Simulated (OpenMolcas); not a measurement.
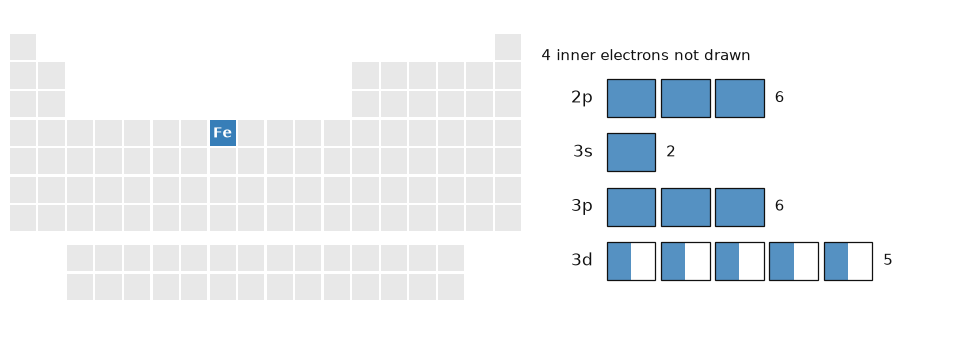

*Left, the place of iron in the periodic table; right, the outer shells of the leading configuration of the lowest level: a box for each of the 2l + 1 orbitals, shaded by the share of the shell that is filled, with the electron count at the right.*

## Fe³⁺ complex: multiconfigurational calculation (part 1 of 2)

Fe³⁺ with 4 ligands (Br; tetrahedron, 2.4 Å), neutralised by 4 outer point charges of +0.25 e, whose field is part of the energies. Computed at this level: state-averaged CASSCF, active space 5 electrons in the shell 3d, basis ANO-RCC-VDZP on the metal and ANO-RCC-VDZP on the ligands, DKH2 scalar Hamiltonian, spin-orbit coupling by RASSI with atomic mean-field integrals (OpenMolcas).

**Key numbers**

```
                                 quantity                                                                 value
                                  outcome                                                             converged
      energy of the lowest spin-free term                                                  −11689.04571 hartree
    energy of the lowest spin-orbit level                                                  −11689.04580 hartree
largest spread among components of a term                                                              0.0 cm⁻¹
                                 hardware  1 thread of Arm Neoverse V1, 24 GiB of memory available, shared host
                                wall time                                                               2.5 min
                              peak memory                                                              0.27 GiB
```

**Notes**

Without dynamic correlation the splittings between terms come out too large, often by 20 to 50 %. Limits: covalent bonds, ligand orbitals missing from the active space; distances are set from ionic radii, not optimised.

**The input**
```
&GATEWAY
Coord
5

Fe 0.0 0.0 0.0
Br 1.385641 1.385641 1.385641
Br 1.385641 -1.385641 -1.385641
Br -1.385641 1.385641 -1.385641
Br -1.385641 -1.385641 1.385641
Basis=Fe.ANO-RCC-VDZP,Br.ANO-RCC-VDZP
Group=NoSym
NoMove
AngMom=0.0 0.0 0.0
AMFI
RICD
XField
4 Angstrom 0
3.233162 3.233162 3.233162 0.250000
3.233162 -3.233162 -3.233162 0.250000
-3.233162 3.233162 -3.233162 0.250000
-3.233162 -3.233162 3.233162 0.250000
&SEWARD
&RASSCF
FileOrb=start.orb
Symmetry=1
Spin=6
nActEl=5 0 0
Inactive=81
Ras2=5
CIRoot=1 1 1
SDav=1
CIMx=300
Iter=150 100
PrWF=0.3
OrbListing=Nothing
MaxOrb=0
LevShft=1.0
>>> COPY $Project.JobIph JOB001
&RASSCF
FileOrb=start.orb
Symmetry=1
Spin=4
nActEl=5 0 0
Inactive=81
Ras2=5
CIRoot=24 24 1
SDav=24
CIMx=300
Iter=150 100
PrWF=0.3
OrbListing=Nothing
MaxOrb=0
LevShft=1.0
>>> COPY $Project.JobIph JOB002
&RASSCF
FileOrb=start.orb
Symmetry=1
Spin=2
nActEl=5 0 0
Inactive=81
Ras2=5
CIRoot=75 75 1
SDav=75
CIMx=300
Iter=150 100
PrWF=0.3
OrbListing=Nothing
MaxOrb=0
LevShft=1.0
>>> COPY $Project.JobIph JOB003
&RASSI
NrOfJobIphs=3 1 24 75
1
1 2 3 4 5 6 7 8 9 10 11 12 13 14 15 16 17 18 19 20 21 22 23 24
1 2 3 4 5 6 7 8 9 10 11 12 13 14 15 16 17 18 19 20 21 22 23 24 25 26 27
28 29 30 31 32 33 34 35 36 37 38 39 40 41 42 43 44 45 46 47 48 49 50 51
52 53 54 55 56 57 58 59 60 61 62 63 64 65 66 67 68 69 70 71 72 73 74 75
IphNames
JOB001
JOB002
JOB003
EJob
SpinOrbit
DIPRint=1.0
SOCoupling=1000.0
Subsets=2
Property=9
'ANGMOM' 1 'ANGMOM' 2 'ANGMOM' 3 'MLTPL  1' 1 'MLTPL  1' 2 'MLTPL  1' 3
'AMFI' 1 'AMFI' 2 'AMFI' 3
SOProperty=3
'ANGMOM' 1 'ANGMOM' 2 'ANGMOM' 3
```

The file start.orb holds starting orbitals from an earlier step. A driver script formed the levels outside the program, from RASSI's spin-orbit matrix and the active-space energies, averaged over the components of each term or state.

Run as:
```bash
OMP_NUM_THREADS=1 MOLCAS_MEM=2457 MOLCAS_PROJECT=a pymolcas a.inp > a.log  # once for each step of the input, in one work folder
```

**The program's output (extracts)**
```
--- SEWARD ---
Basis set label: FE.ANO-RCC...5S4P2D1F.

      Electronic valence basis set:
      ------------------
      Associated Effective Charge  26.000000 au
      Associated Actual Charge     26.000000 au
      Nuclear Model: Point charge

      Shell  nPrim  nBasis  Cartesian Spherical Contaminant
         s      21       5        X
         p      15       4        X
         d      10       2                 X
         f       6       1                 X
                  Relativistic Douglas-Kroll-Hess integrals:
                    - DKH order of Hamiltonian: 2
                    - DKH order of Properties : 0
                  Atomic mean-field integrals
--- RASSCF ---
Wave function specifications:
      -----------------------------

      Number of closed shell electrons         162
      Number of electrons in active shells       5
      Max number of holes in RAS1 space          0
      Max nr of electrons in RAS3 space          0
      Number of inactive orbitals               81
      Number of active orbitals                  5
      Number of secondary orbitals              56
      Spin quantum number                      2.5
      State symmetry                             1
Orbital specifications:
      -----------------------

      Symmetry species                           1
                                                 a
      Frozen orbitals                            0
      Inactive orbitals                         81
      Active orbitals                            5
      RAS1 orbitals                              0
      RAS2 orbitals                              5
      RAS3 orbitals                              0
      Secondary orbitals                        56
      Deleted orbitals                           0
      Number of basis functions                142
      Number of CSFs                             1
      Number of root(s) required                 1
      Iter CI   SX   CI       RASSCF       Energy    max ROT     max BLB   max BLB  Level Ln srch  Step   QN
          iter iter root      energy       change     param      element    value   shift minimum  type update
 Nr of preliminary CI iterations:   1
      Total energies have been shifted. Add               -11000.00 au
        1   1   15    1  -688.33790038    0.00E+00  -8.87E-02    7 104 1 -3.28E-01*  1.62   0.00    SX    NO
        2   1   15    1  -688.83169081   -4.94E-01* -2.98E-02    9 106 1  8.87E-02*  1.26   0.00    SX    NO
        3   1   15    1  -688.97855876   -1.47E-01* -2.20E-02    8 105 1  5.73E-02*  1.10   0.00    SX    NO
        4   1   15    1  -689.02476740   -4.62E-02*  1.30E-02    8 105 1  2.40E-02*  1.02   0.00    SX    NO
        5   1   14    1  -689.03857715   -1.38E-02*  1.25E-02   22  87 1  1.15E-02*  0.98   2.10    LS   YES
        6   1   14    1  -689.04384246   -5.27E-03* -5.32E-03   83  92 1 -1.07E-02*  0.95   1.15    QN   YES
        7   1   14    1  -689.04518747   -1.35E-03* -3.29E-03    7 104 1 -9.18E-03*  0.95   1.64    LS   YES
        8   1   13    1  -689.04542733   -2.40E-04*  9.28E-04    7 104 1 -1.06E-02*  0.95   1.03    QN   YES
        9   1   12    1  -689.04562928   -2.02E-04*  9.76E-04    8 105 1  1.54E-03*  0.95   1.31    QN   YES
       10   1   11    1  -689.04568414   -5.49E-05* -6.84E-04    8 105 1  1.79E-03*  0.95   1.47    QN   YES
       11   1   11    1  -689.04570288   -1.87E-05* -4.27E-04    8 105 1  8.25E-04*  0.95   1.43    QN   YES
       12   1   11    1  -689.04570810   -5.22E-06*  1.61E-04   13  87 1 -2.03E-04*  0.95   1.37    QN   YES
       13   1    9    1  -689.04570911   -1.01E-06*  7.44E-05    8 105 1 -1.75E-04*  0.95   1.46    LS   YES
       14   1    9    1  -689.04570916   -5.45E-08* -2.93E-05    8 105 1 -2.26E-04*  0.95   0.70    QN   YES
       15   1    8    1  -689.04570930   -1.40E-07* -1.59E-05    9 106 1 -6.95E-05   0.95   1.54    LS   YES
       16   1    7    1  -689.04570932   -1.91E-08*  1.60E-05   52  88 1  1.98E-05   0.95   1.30    QN   YES
       17   1    7    1  -689.04570934   -2.01E-08*  1.13E-05    7 104 1  1.87E-05   0.95   1.24    QN   YES
       18   1    6    1  -689.04570935   -4.98E-09   2.84E-06   13 107 1 -5.53E-06   0.95   1.21    QN   YES
      Convergence after 18 iterations
       19   1    6    1  -689.04570934    4.80E-09   2.84E-06   13  87 1  2.53E-06   0.95   1.21    QN   YES
      Natural orbitals and occupation numbers for root  1
      sym 1:   1.000000   1.000000   1.000000   1.000000   1.000000
::    RASSCF root number  1 Total energy: -11689.04570934
--- RASSCF ---
Wave function specifications:
      -----------------------------

      Number of closed shell electrons         162
      Number of electrons in active shells       5
      Max number of holes in RAS1 space          0
      Max nr of electrons in RAS3 space          0
      Number of inactive orbitals               81
      Number of active orbitals                  5
      Number of secondary orbitals              56
      Spin quantum number                      1.5
      State symmetry                             1
Orbital specifications:
      -----------------------

      Symmetry species                           1
                                                 a
      Frozen orbitals                            0
      Inactive orbitals                         81
      Active orbitals                            5
      RAS1 orbitals                              0
      RAS2 orbitals                              5
      RAS3 orbitals                              0
      Secondary orbitals                        56
      Deleted orbitals                           0
      Number of basis functions                142
      Number of CSFs                            24
      Number of root(s) required                24
      Iter CI   SX   CI       RASSCF       Energy    max ROT     max BLB   max BLB  Level Ln srch  Step   QN
          iter iter root      energy       change     param      element    value   shift minimum  type update
 Nr of preliminary CI iterations:   1
      Total energies have been shifted. Add               -11000.00 au
        1   1    9    0  -688.85312531    0.00E+00  -1.08E-02   84  93 1 -2.62E-02*  1.00   0.00    SX    NO
        2   1    9    0  -688.85661903   -3.49E-03* -9.58E-03   72  83 1 -1.06E-02*  1.00   0.00    SX    NO
        3   1    9    0  -688.85812580   -1.51E-03* -6.48E-03   84  93 1 -7.57E-03*  0.99   0.00    SX    NO
        4   1    8    0  -688.85888265   -7.57E-04* -5.05E-03   72  83 1 -5.56E-03*  0.99   0.00    SX    NO
        5   1    8    0  -688.85928719   -4.05E-04* -7.27E-03   72  83 1 -4.10E-03*  0.99   2.50    LS   YES
        6   1    8    0  -688.85965577   -3.69E-04* -6.64E-03   70 103 1  3.08E-03*  0.98   1.95    LS   YES
        7   1    8    0  -688.85976989   -1.14E-04*  1.01E-03   63 104 1  3.49E-03*  0.98   1.04    QN   YES
        8   1    8    0  -688.85979995   -3.01E-05* -1.10E-03   70  87 1 -1.57E-03*  0.98   1.36    QN   YES
        9   1    7    0  -688.85981612   -1.62E-05* -6.98E-04   63 104 1 -7.08E-04*  0.98   1.64    LS   YES
       10   1    7    0  -688.85981758   -1.46E-06* -2.56E-04   63 104 1 -8.37E-04*  0.98   0.70    QN   YES
       11   1    7    0  -688.85981931   -1.73E-06*  2.76E-04   63 104 1 -1.90E-04*  0.98   1.41    QN   YES
       12   1    6    0  -688.85981973   -4.19E-07*  4.13E-04   75  86 1  1.08E-04*  0.98   2.50    LS   YES
       13   1    7    0  -688.85981943    2.97E-07*  2.16E-04   63 104 1  4.42E-04*  0.98   0.25    LS   YES
       14   1    7    0  -688.85981975   -3.24E-07* -6.26E-05   63 104 1  2.44E-04*  0.98   1.28    QN   YES
       15   1    6    0  -688.85981987   -1.14E-07* -9.38E-05   63 104 1  7.35E-05   0.98   2.50    LS   YES
       16   1    6    0  -688.85981981    5.53E-08* -4.74E-05   63 104 1 -1.82E-04*  0.98   0.28    LS   YES
       17   1    6    0  -688.85981987   -5.62E-08*  9.20E-05   70 103 1 -6.62E-05   0.98   1.22    QN   YES
       18   1    5    0  -688.85981989   -2.52E-08*  1.38E-04   70 103 1 -3.32E-05   0.98   2.50    LS   YES
       19   1    6    0  -688.85981989    2.39E-09   3.01E-05   63 104 1  5.44E-05   0.98   0.44    QN   YES
      Convergence after 19 iterations
       20   1    6    0  -688.85981990   -1.18E-08*  3.01E-05   63 104 1  1.91E-05   0.98   0.44    QN   YES
      Natural orbitals and occupation numbers for root  1
      sym 1:   0.878582   1.710986   0.978308   0.300939   1.131185
      Natural orbitals and occupation numbers for root  2
      sym 1:   1.799225   1.036561   0.202671   0.975479   0.986064
      Natural orbitals and occupation numbers for root  3
      sym 1:   0.314077   0.983466   1.146418   0.859706   1.696333
::    RASSCF root number  1 Total energy: -11688.90721272
::    RASSCF root number  2 Total energy: -11688.90721272
::    RASSCF root number  3 Total energy: -11688.90721272
::    RASSCF root number  4 Total energy: -11688.90153689
::    RASSCF root number  5 Total energy: -11688.90153689
::    RASSCF root number  6 Total energy: -11688.90153689
::    RASSCF root number  7 Total energy: -11688.89740043
::    RASSCF root number  8 Total energy: -11688.89740043
::    RASSCF root number  9 Total energy: -11688.89693947
::    RASSCF root number 10 Total energy: -11688.86857914
::    RASSCF root number 11 Total energy: -11688.86857914
::    RASSCF root number 12 Total energy: -11688.86857914
::    RASSCF root number 13 Total energy: -11688.86525051
::    RASSCF root number 14 Total energy: -11688.86525051
::    RASSCF root number 15 Total energy: -11688.86525051
::    RASSCF root number 16 Total energy: -11688.86067254
::    RASSCF root number 17 Total energy: -11688.86067254
::    RASSCF root number 18 Total energy: -11688.80608619
::    RASSCF root number 19 Total energy: -11688.80608619
::    RASSCF root number 20 Total energy: -11688.80608619
::    RASSCF root number 21 Total energy: -11688.79479132
::    RASSCF root number 22 Total energy: -11688.79479132
::    RASSCF root number 23 Total energy: -11688.79479132
::    RASSCF root number 24 Total energy: -11688.79222209
--- RASSCF ---
Wave function specifications:
      -----------------------------

      Number of closed shell electrons         162
      Number of electrons in active shells       5
      Max number of holes in RAS1 space          0
      Max nr of electrons in RAS3 space          0
      Number of inactive orbitals               81
      Number of active orbitals                  5
      Number of secondary orbitals              56
      Spin quantum number                      0.5
      State symmetry                             1
Orbital specifications:
      -----------------------

      Symmetry species                           1
                                                 a
      Frozen orbitals                            0
      Inactive orbitals                         81
      Active orbitals                            5
      RAS1 orbitals                              0
      RAS2 orbitals                              5
      RAS3 orbitals                              0
      Secondary orbitals                        56
      Deleted orbitals                           0
      Number of basis functions                142
      Number of CSFs                            75
      Number of root(s) required                75
      Iter CI   SX   CI       RASSCF       Energy    max ROT     max BLB   max BLB  Level Ln srch  Step   QN
          iter iter root      energy       change     param      element    value   shift minimum  type update
 Nr of preliminary CI iterations:   1
      Total energies have been shifted. Add               -11000.00 au
        1   1    9    0  -688.75269477    0.00E+00  -6.23E-03   85  94 1 -1.26E-02*  0.97   0.00    SX    NO
        2   1    9    0  -688.75415777   -1.46E-03*  5.21E-03   72  83 1 -5.75E-03*  0.97   0.00    SX    NO
        3   1    9    0  -688.75484381   -6.86E-04* -3.54E-03   85  94 1 -4.41E-03*  0.97   0.00    SX    NO
        4   1    8    0  -688.75520390   -3.60E-04* -2.78E-03   72  83 1 -3.06E-03*  0.97   0.00    SX    NO
        5   1    8    0  -688.75540216   -1.98E-04* -4.06E-03   70 103 1  2.48E-03*  0.96   2.50    LS   YES
        6   1    8    0  -688.75558798   -1.86E-04* -4.13E-03   70 103 1  2.28E-03*  0.96   2.05    LS   YES
        7   1    8    0  -688.75565109   -6.31E-05*  6.79E-04   63 104 1  2.45E-03*  0.96   0.99    QN   YES
        8   1    8    0  -688.75566405   -1.30E-05*  7.11E-04   70  87 1 -1.10E-03*  0.96   1.22    QN   YES
        9   1    7    0  -688.75567077   -6.71E-06* -5.40E-04   63 104 1 -4.84E-04*  0.96   1.76    LS   YES
       10   1    7    0  -688.75567158   -8.17E-07* -1.63E-04   63 104 1 -4.39E-04*  0.96   0.71    QN   YES
       11   1    6    0  -688.75567215   -5.72E-07*  6.01E-05   70  87 1 -1.13E-04*  0.96   1.40    QN   YES
       12   1    6    0  -688.75567227   -1.16E-07*  9.01E-05   70  87 1 -9.31E-05   0.96   2.50    LS   YES
       13   1    7    0  -688.75567220    6.91E-08*  4.48E-05   63 104 1  1.97E-04*  0.96   0.29    LS   YES
       14   1    6    0  -688.75567228   -7.87E-08*  3.05E-05   63 104 1  1.15E-04*  0.96   1.32    QN   YES
       15   1    5    0  -688.75567231   -2.92E-08*  4.58E-05   70  87 1 -3.46E-05   0.96   2.50    LS   YES
       16   1    6    0  -688.75567230    1.33E-08*  2.18E-05   63 104 1 -8.99E-05   0.96   0.32    LS   YES
       17   1    5    0  -688.75567231   -1.46E-08* -1.65E-05   70 103 1 -3.56E-05   0.96   2.50    QN   YES
       18   1    5    0  -688.75567232   -7.94E-09   1.96E-05   77  88 1 -1.53E-05   0.96   1.27    QN   YES
      Convergence after 18 iterations
       19   1    5    0  -688.75567233   -6.57E-09   1.96E-05   75  86 1  4.72E-06   0.96   1.27    QN   YES
      Natural orbitals and occupation numbers for root  1
      sym 1:   0.970200   0.296850   1.749435   0.276371   1.707144
      Natural orbitals and occupation numbers for root  2
      sym 1:   0.305591   0.944573   1.667889   0.312214   1.769733
      Natural orbitals and occupation numbers for root  3
      sym 1:   0.268673   0.987311   1.748430   0.277722   1.717865
::    RASSCF root number  1 Total energy: -11688.84794777
::    RASSCF root number  2 Total energy: -11688.84794777
::    RASSCF root number  3 Total energy: -11688.84794777
::    RASSCF root number  4 Total energy: -11688.84616607
::    RASSCF root number  5 Total energy: -11688.84172892
::    RASSCF root number  6 Total energy: -11688.84172892
::    RASSCF root number  7 Total energy: -11688.84172892
::    RASSCF root number  8 Total energy: -11688.84159219
::    RASSCF root number  9 Total energy: -11688.84159219
::    RASSCF root number 10 Total energy: -11688.84159219
::    RASSCF root number 11 Total energy: -11688.84006898
::    RASSCF root number 12 Total energy: -11688.84006898
::    RASSCF root number 13 Total energy: -11688.83520755
::    RASSCF root number 14 Total energy: -11688.82209170
::    RASSCF root number 15 Total energy: -11688.82209170
::    RASSCF root number 16 Total energy: -11688.82209170
::    RASSCF root number 17 Total energy: -11688.81792023
::    RASSCF root number 18 Total energy: -11688.81792023
::    RASSCF root number 19 Total energy: -11688.80920033
::    RASSCF root number 20 Total energy: -11688.80920033
::    RASSCF root number 21 Total energy: -11688.80920033
::    RASSCF root number 22 Total energy: -11688.80169954
::    RASSCF root number 23 Total energy: -11688.80140096
::    RASSCF root number 24 Total energy: -11688.80140096
::    RASSCF root number 25 Total energy: -11688.80140096
::    RASSCF root number 26 Total energy: -11688.79506055
::    RASSCF root number 27 Total energy: -11688.79506055
::    RASSCF root number 28 Total energy: -11688.79506055
::    RASSCF root number 29 Total energy: -11688.79053892
::    RASSCF root number 30 Total energy: -11688.79053892
```

(Continued in part 2.)
